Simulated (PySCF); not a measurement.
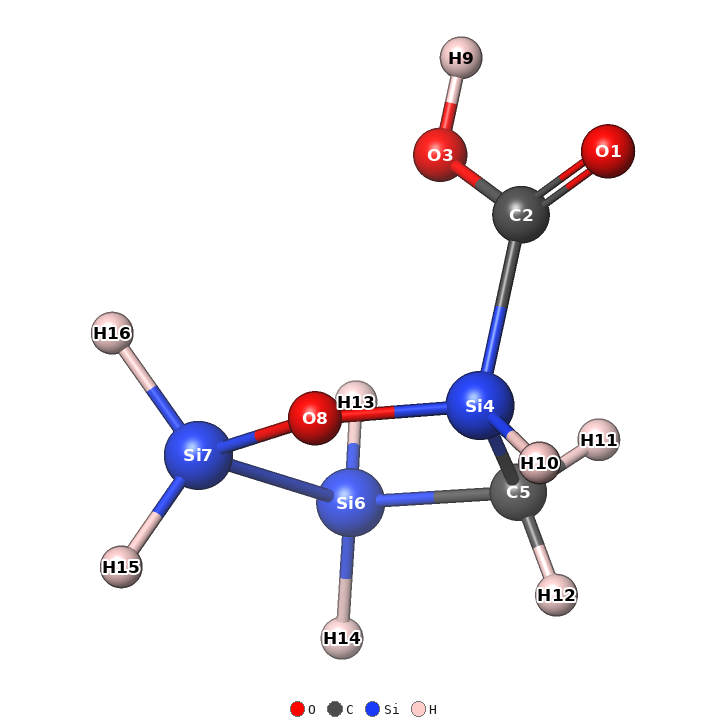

Depth is shown by fading: the farther an atom, the more it takes the colour of the background. The computed structure is the end point of a GFN2-xTB optimisation. No frequency run is at hand to confirm it as a minimum.

Q: What is the conformation of the ring Si4–C5–Si6–Si7–O8?

A: It is between envelope and twist. The Cremer–Pople amplitude Q is 0.22 Å.

Q: Give the torsion angles round the ring, beginning with the bond from its second to its third atom.

A: −15°, 7°, 6°, −16°, 19°.
